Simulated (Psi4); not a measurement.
# CH6GeO (SMILES C[O][GeH3]) at HSE06/cc-pVDZ

What is the vertical ionisation energy of CH6GeO at HSE06/cc-pVDZ? 

The results are computed with Psi4 1.11.

1 further run of the same task is left out (set aside as unsound or not needed).

### Step 1. Starting point

CH6GeO has 9 atoms, charge 0, and is taken as a singlet. SMILES: `C[O][GeH3]`. The coordinates come from a PBE0-D4/def2-TZVP relaxation.

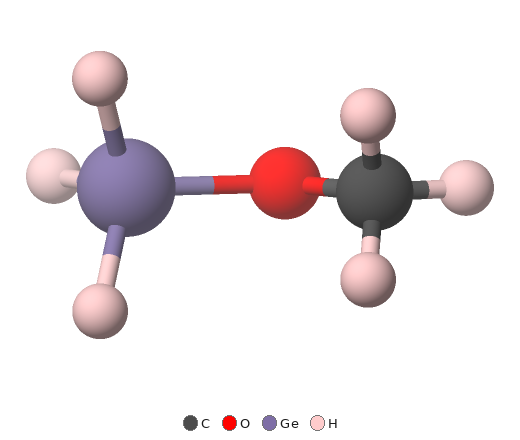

Viewed from a chosen angle; carbon dark grey, oxygen red, germanium purple, hydrogen pink.

### Step 2. Energy and forces at HSE06/cc-pVDZ

Contents of input.json:

```json
{
 "schema_name": "qcschema_input",
 "schema_version": 1,
 "molecule": {
  "schema_name": "qcschema_molecule",
  "schema_version": 2,
  "symbols": ["C", "O", "Ge", "H", "H", "H", "H", "H", "H"],
  "geometry": [-0.87229758, 1.77539769, -1.6622031, -1.24211698, -0.72489894, -0.8452745, 0.77384285, -1.89804092, 1.57659851, -2.25708888, 2.17809833, -3.13977996, 1.02215286, 2.06830524, -2.45947855, -1.14838657, 3.1497955, -0.13076905, 3.5341658, -1.77445283, 0.65214449, -0.10223418, -4.61849065, 2.02257387, 0.45901448, -0.24301878, 3.953685],
  "molecular_charge": 0,
  "molecular_multiplicity": 1,
  "fix_symmetry": "c1"
 },
 "driver": "gradient",
 "model": {
  "method": "hse06",
  "basis": "cc-pVDZ"
 },
 "keywords": {
  "puream": true,
  "e_convergence": 1e-09,
  "d_convergence": 1e-08,
  "scf_type": "pk",
  "dft_radial_points": 99,
  "dft_spherical_points": 590
 }
}
```

Started as:

```console
$ psi4 --qcschema input.json -n 1 --memory 1600MB
```

stdout:

```text
[...]
  Running in c1 symmetry.
[...]
  Nuclear repulsion =  205.435326475879293
[...]
  Multiplicity = 1
[...]
  Nalpha       = 26
  Nbeta        = 26
[...]
    Number of basis functions: 85
[...]
   @RKS iter   1: -2192.74567957591080   -2.95642e+00   1.42471e-02 ADIIS/DIIS
[...]
   @RKS iter  11: -2193.50848993450791    5.41149e-11   2.64827e-09 DIIS
[...]
    Orbital Energies [Eh]
    ---------------------
    Doubly Occupied:
       1A   -399.140576     2A    -49.950620     3A    -44.425108
       4A    -44.424695     5A    -44.424657     6A    -19.191504
       7A    -10.257536     8A     -6.303428     9A     -4.456303
      10A     -4.453790    11A     -4.453503    12A     -1.251087
      13A     -1.244943    14A     -1.244777    15A     -1.241946
      16A     -1.241844    17A     -1.003028    18A     -0.677233
      19A     -0.557464    20A     -0.440767    21A     -0.440254
      22A     -0.430093    23A     -0.345400    24A     -0.341037
      25A     -0.293391    26A     -0.262519
[...]
  @RKS Final Energy: -2193.50848993450791
   => Energetics <=
    Nuclear Repulsion Energy =            205.4353264758792932
    One-Electron Energy =               -3461.6730408009034363
    Two-Electron Energy =                1135.2011255607296789
    DFT Exchange-Correlation Energy =     -72.4719011702138403
    Empirical Dispersion Energy =           0.0000000000000000
    VV10 Nonlocal Energy =                  0.0000000000000000
    Total Energy =                      -2193.5084899345083613
[...]
 Multipole Moments:
 ------------------------------------------------------------------------------------
     Multipole            Electronic (a.u.)      Nuclear  (a.u.)        Total (a.u.)
 ------------------------------------------------------------------------------------
 L = 1.  Multiply by 2.5417464519 to convert [e a0] to [Debye]
 Dipole X            :          2.9060025           -2.5729426            0.3330599
 Dipole Y            :         -7.1680293            7.4078560            0.2398267
 Dipole Z            :          6.0346333           -5.8359365            0.1986968
 Magnitude           :                                                    0.4559892
[...]
  -Total Gradient:
     Atom            X                  Y                   Z
    ------   -----------------  -----------------  -----------------
       1        0.000356764449     0.004322153582    -0.001722542575
       2        0.006609918302    -0.000569979793     0.006444750459
       3       -0.004966364313     0.002466136097    -0.005757193026
       4        0.003885209303    -0.001216310142     0.004194591694
       5       -0.005241146756    -0.001544763679     0.002395557128
       6        0.000617659056    -0.004476528748    -0.003890231243
       7       -0.001692769810     0.000278753531     0.000152838240
       8        0.000446853244     0.001318533926    -0.000195401384
       9       -0.000030646262    -0.000557807771    -0.001645299522
[...]
```

It took 4.3 min on 1 thread of Intel Xeon Platinum 8259CL at 2.50GHz (Skylake/Cascade Lake), shared host; peak memory 1.2 GiB.

### Step 3. The doublet cation: a single-point energy at UHSE06/cc-pVDZ

Contents of calc.in:

```
memory 1600 MB

molecule m {
  1 2
  C     -0.87229758     1.77539769    -1.66220310
  O     -1.24211698    -0.72489894    -0.84527450
  Ge     0.77384285    -1.89804092     1.57659851
  H     -2.25708888     2.17809833    -3.13977996
  H      1.02215286     2.06830524    -2.45947855
  H     -1.14838657     3.14979550    -0.13076905
  H      3.53416580    -1.77445283     0.65214449
  H     -0.10223418    -4.61849065     2.02257387
  H      0.45901448    -0.24301878     3.95368500
  units au
  symmetry c1
}

set globals {
  reference uks
  puream true
  e_convergence 1e-09
  d_convergence 1e-08
  scf_type pk
  dft_radial_points 99
  dft_spherical_points 590
  maxiter 100
}

result, w = energy("hse06/cc-pVDZ", return_wfn=True)
oeprop(w, "MULLIKEN_CHARGES", "LOWDIN_CHARGES", "DIPOLE")
```

Started as:

```console
$ psi4 calc.in calc.out -n 1
```

calc.out:

```text
[...]
  Running in c1 symmetry.
[...]
  Nuclear repulsion =  205.435326475879293
[...]
  Multiplicity = 2
[...]
  Nalpha       = 26
  Nbeta        = 25
[...]
    Number of basis functions: 85
[...]
   @UKS iter   1: -2192.48641662561431   -2.69716e+00   1.37695e-02 ADIIS/DIIS
[...]
   @UKS iter  14: -2193.14687599506942    1.22782e-11   5.24572e-09 DIIS
[...]
   @S^2 Observed:                7.563035333E-01
[...]
    Orbital Energies [Eh]
    ---------------------
    Alpha Occupied:
       1A   -399.373604     2A    -50.184704     3A    -44.659793
       4A    -44.658532     5A    -44.657947     6A    -19.566957
       7A    -10.510564     8A     -6.537600     9A     -4.693259
      10A     -4.687073    11A     -4.685383    12A     -1.492042
      13A     -1.480794    14A     -1.479022    15A     -1.473850
      16A     -1.473808    17A     -1.347731    18A     -0.950596
      19A     -0.815691    20A     -0.753302    21A     -0.720760
      22A     -0.697166    23A     -0.611304    24A     -0.584024
      25A     -0.560332    26A     -0.549610
    Alpha Virtual:
[...]
  @UKS Final Energy: -2193.14687599506942
   => Energetics <=
    Nuclear Repulsion Energy =            205.4353264758792932
    One-Electron Energy =               -3448.5546222183584177
    Two-Electron Energy =                1122.1601008807940616
    DFT Exchange-Correlation Energy =     -72.1876811333845296
    Empirical Dispersion Energy =           0.0000000000000000
    VV10 Nonlocal Energy =                  0.0000000000000000
    Total Energy =                      -2193.1468759950698768
[...]
 Multipole Moments:
 ------------------------------------------------------------------------------------
     Multipole            Electronic (a.u.)      Nuclear  (a.u.)        Total (a.u.)
 ------------------------------------------------------------------------------------
 L = 1.  Multiply by 2.5417464519 to convert [e a0] to [Debye]
 Dipole X            :          2.5786688           -2.5729426            0.0057262
 Dipole Y            :         -6.1770959            7.4078560            1.2307602
 Dipole Z            :          5.2701775           -5.8359365           -0.5657590
 Magnitude           :                                                    1.3545798
[...]
  Mulliken Charges: (a.u.)
   Center  Symbol    Alpha    Beta     Spin     Total
       1     C     2.97971  2.99222 -0.01251  0.02806
       2     O     4.43872  3.72220  0.71652 -0.16093
       3    GE    15.76093 15.82119 -0.06026  0.41788
       4     H     0.42652  0.42846 -0.00194  0.14502
       5     H     0.45786  0.37818  0.07968  0.16396
       6     H     0.45790  0.37807  0.07983  0.16403
       7     H     0.50790  0.40597  0.10193  0.08613
       8     H     0.46249  0.46786 -0.00537  0.06965
       9     H     0.50796  0.40585  0.10211  0.08620
   Total alpha = 26.00000, Total beta = 25.00000, Total charge =  1.00000
[...]
```

It took 2.8 min on 1 thread of Intel Xeon Platinum 8259CL at 2.50GHz (Skylake/Cascade Lake), shared host; peak memory 1.2 GiB.

### Step 4. What came out

Level: HSE06/cc-pVDZ.

```
                                          quantity           value
                      singlet CH6GeO: total energy  -2193.50849 Eh
                     singlet CH6GeO: dipole moment          1.16 D
                       singlet CH6GeO: HOMO energy        -7.14 eV
                       singlet CH6GeO: LUMO energy         0.21 eV
                     singlet CH6GeO: HOMO–LUMO gap         7.35 eV
          singlet CH6GeO: largest force on an atom      0.476 eV/Å
                      doublet cation: total energy  -2193.14688 Eh
doublet cation: HOMO energy (highest over α and β)       -14.80 eV
 doublet cation: LUMO energy (lowest over α and β)       -12.52 eV
                              doublet cation: ⟨S²⟩           0.756
vertical ionisation energy (to the doublet cation)        9.840 eV
```

What this shows: The vertical ionisation energy comes to 9.84 eV (949 kJ/mol). The largest force (singlet CH6GeO) is 0.48 eV/Å: the shape isn't a stationary point for this species at this level. The negative HOMO energy of the first species, 7.14 eV, lies 2.70 eV below that difference.
